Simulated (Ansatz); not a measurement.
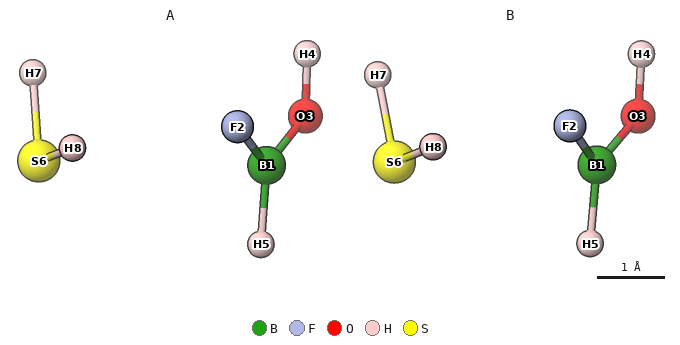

Two geometries of BH4SOF, drawn at one scale. One is the start of a relaxation, the other its converged end. The picture is a ball-and-stick view, seen at a tilt.

Theory: RKS PBE0/def2-SVP in Ansatz 0.2.0. Settings: no spin polarisation; force threshold 0.03 eV/Å; at most 50 steps.

Which of the two is the end point?

Structure A is the relaxed one. The run prepares an end point of a later path (reaction) calculation, from a guessed geometry. After 6 geometry steps the energy has fallen by 1.31 kcal/mol. The largest force component goes from 0.74 to 0.017 eV/Å. The atom that moves furthest after the best rigid fit is H8 (0.31 Å). By element the largest moves are H 0.31 Å, S 0.24 Å, B 0.15 Å, F 0.12 Å, O 0.11 Å. Among the contacts that change: S6–H8 1.377 → 1.349 Å, B1–F2 1.333 → 1.338 Å. Cost: 17 s on 1 thread of AMD EPYC 7R43 64-Core Processor (Zen 3), with other jobs on the host, peak memory 0.16 GiB.
